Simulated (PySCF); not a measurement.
## Electronic structure of InN (charge −1, doublet) in real space

```csv
atom,x (Å),y (Å),z (Å)
In,0.0000,0.0000,-0.2250
N,0.0000,0.0000,1.8460
```

⟨S²⟩ = 0.90, above the pure value of 0.75; core potentials replace the inner electrons of In.

The calculation used PySCF 2.14.0, PBE0/aug-cc-pVDZ(-PP), non-relativistic Hamiltonian with scalar-relativistic core potentials where named, at a bond length of 2.071 Å.

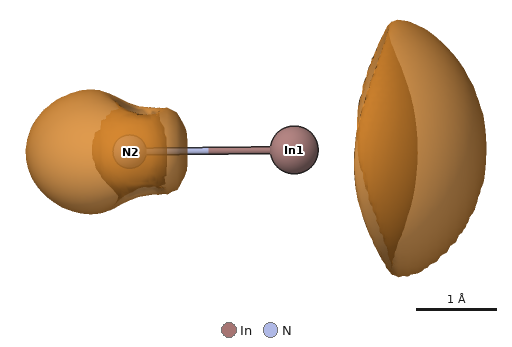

Figure 1. Isosurface of the ELF at 0.8 (orange), seen from one side. Only the valence region is drawn (cores and ρ < 0.01 e/Å³ removed).

> Describe the localisation domains.

The ELF exceeds this value in one lobe on In, pointing away from the bonds (non-bonding electrons) and one lobe on N, pointing away from the bonds (non-bonding electrons).


In–N (2.07 Å): the ELF peaks at about 0.90 in the valence shell of N, 0.6 Å from its nucleus, and drops to about 0.15 between the two atoms.

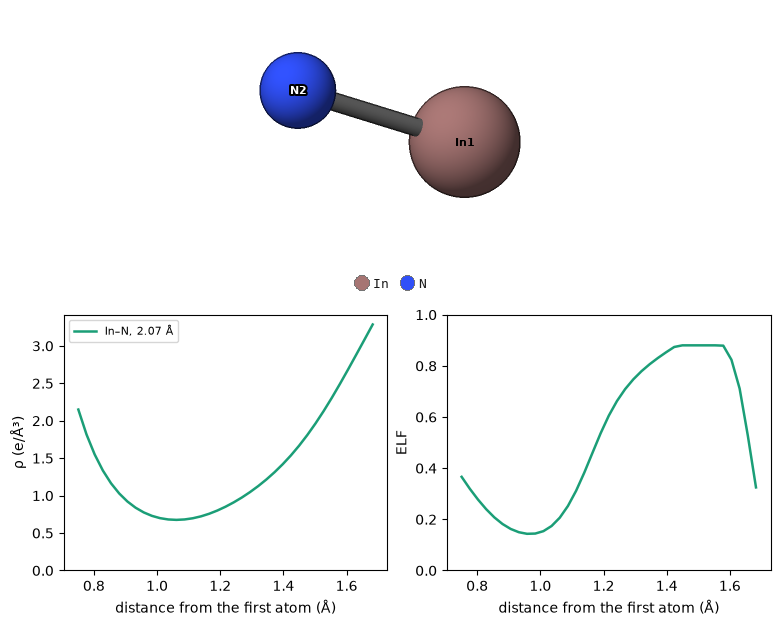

Figure 2. Electron density and ELF along straight lines between neighbouring atoms. The curves leave out the atomic cores. The structure is drawn too.

> What can be read from the curves?

In–N (2.07 Å): the density is about 0.68 e/Å³ at the midpoint; the ELF peaks at about 0.90 in the valence shell of N, 0.6 Å from its nucleus, and drops to about 0.15 between the two atoms.
